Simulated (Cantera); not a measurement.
Charge: 1 mol B2H6, 0.44 mol N2, at 6.30 mbar.

Cantera equilibrium calculation (NASA polynomials, part measured and part estimated; ideal gas, pure solids and liquids). Candidate condensed phases: B, BN; 15 gas species. The feed counts by its element totals alone. Mutual solubility and eutectic melting of coexisting phases are not modelled. The tables' values for BH2 are old estimates; treat these amounts as uncertain. Rates play no part.

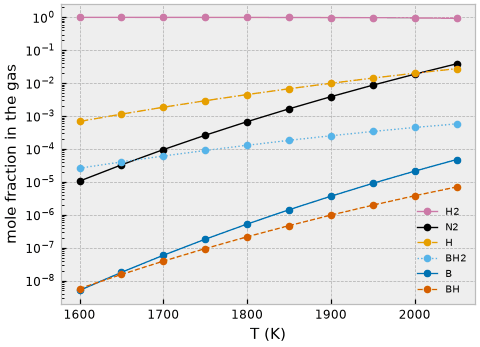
Equilibrium gas composition (values under 1e-9 drawn at 1e-9)

From 1600 K to 2050 K the condensed part is B(s) + BN(s).
